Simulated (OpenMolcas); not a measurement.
# MC-PDFT[tOreLYP](7,6)/ANO-RCC-VDZP (DKH2, hybrid share 0.25, 3 states averaged) run of GaHOF (SMILES [OH][Ga][F])

Aim: the excited states of GaHOF. 

Program for the calculation: OpenMolcas 26.06.

### Step 1. The structure to begin with

GaHOF has 4 atoms, charge 0, and is taken as a doublet. As SMILES, `[OH][Ga][F]`. The coordinates come from a PBE0-D4/def2-TZVP relaxation.

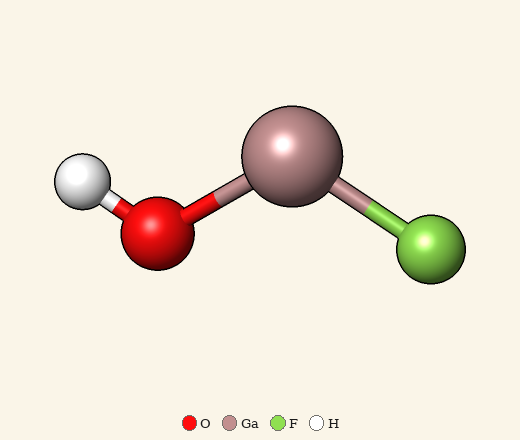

Viewed from a chosen angle; oxygen red, gallium pink, fluorine green, hydrogen white.

### Step 2. The vertical excitations at MC-PDFT[tOreLYP](7,6)/ANO-RCC-VDZP (DKH2, hybrid share 0.25, 3 states averaged)

Contents of struct.xyz:

```xyz
4

O     -0.928500     0.061200    -0.333300
Ga     0.802400     0.214300     0.117400
F      1.450100    -1.148000     1.023000
H     -1.268400     0.812300    -0.827400
```

Contents of step14.inp:

```
&gateway
  coord
  struct.xyz
  basis
  ANO-RCC-VDZP
  group
  NoSym

&seward

&rasscf
  fileorb
  $CurrDir/step2.RasOrb
  spin
  2
  nactel
  7 0 0
  inactive
  21
  ras2
  6
  ciroot
  3 3 1
  orblisting
  NoCore
  orbappear
  Compact
  xmsi

&mcpdft
  ksdft
  T:OreLYP
  mspdft
  lambda
  0.25
```

The run is started by

```bash
$ export MOLCAS_MEM=1860
$ pymolcas step14.inp > step14.log
```

The program printed:

```text
--- Start Module: gateway ---
[...]
--- Stop Module: gateway /rc=_RC_ALL_IS_WELL_ ---
[...]
      Basis functions           60
[...]
--- Start Module: rasscf ---
[...]
      Number of active orbitals                  6
[...]
      Spin quantum number                      0.5
[...]
      Active orbitals                            6
[...]
      Number of CSFs                           210
[...]
      Number of root(s) required                 3
[...]
      Convergence after  4 iterations
[...]
      printout of CI-coefficients larger than  0.05 for root  1
      energy=   -2117.302090
      conf/sym  111111     Coeff  Weight
             1  222u00   0.85009 0.72265
            19  2u2u0d  -0.06464 0.00418
            22  u22200  -0.49319 0.24324
            61  202u02   0.05650 0.00319
            72  022u20   0.05797 0.00336
           102  uu2udd   0.05303 0.00281
[...]
      Natural orbitals and occupation numbers for root  1
      sym 1:   1.979146   1.973386   1.999984   1.002492   0.020148   0.024844
      Natural orbitals and occupation numbers for root  2
      sym 1:   1.979103   1.974763   1.000000   1.999171   0.021293   0.025670
      Natural orbitals and occupation numbers for root  3
      sym 1:   0.998834   1.996091   1.999993   1.986904   0.004183   0.013996
      ************************************************************************************************************************
      *                                                    Final results                                                     *
[...]
::    RASSCF root number  1 Total energy:  -2117.30208962
::    RASSCF root number  2 Total energy:  -2117.14308836
::    RASSCF root number  3 Total energy:  -2117.06927580
[...]
      Total electronic charge=   49.000000
      Total            charge=   -0.000000
[...]
      Dipole Moment (debye):
      Origin of the operator (angstrom)=    0.6359   -0.0500    0.2036
                   X=  2.7382E+00               Y= -2.2248E+00               Z=  1.9936E+00           Total=  4.0524E+00
      Quadrupole Moment (debye*angstrom):
[...]
--- Stop Module: rasscf /rc=_RC_ALL_IS_WELL_ ---
[...]
--- Start Module: mcpdft ---
[...]
 ###    WARNING: Deprecation warning: KSDF should be replaced                ###
 ###    with FUNC keyword                                                    ###
 ###############################################################################
[...]
::    MSPDFT root number  1 Total energy:  -2119.39390579
::    MSPDFT root number  2 Total energy:  -2119.21367846
::    MSPDFT root number  3 Total energy:  -2119.16360871
[...]
--- Stop Module: mcpdft /rc=_RC_ALL_IS_WELL_ ---
[...]
```

Wall time 7.2 s (1 thread of Arm Neoverse V2, shared host); peak memory 0.41 GiB.

The roots found:

```
excited state  energy (eV)
            1        4.904
            2        6.267
```

### Step 3. What came out

At MC-PDFT[tOreLYP](7,6)/ANO-RCC-VDZP (DKH2, hybrid share 0.25, 3 states averaged):

```
                                         quantity           value
                  energy of the lowest of 3 roots  -2119.39391 Eh
lowest excitation energy within this active space         4.90 eV
```
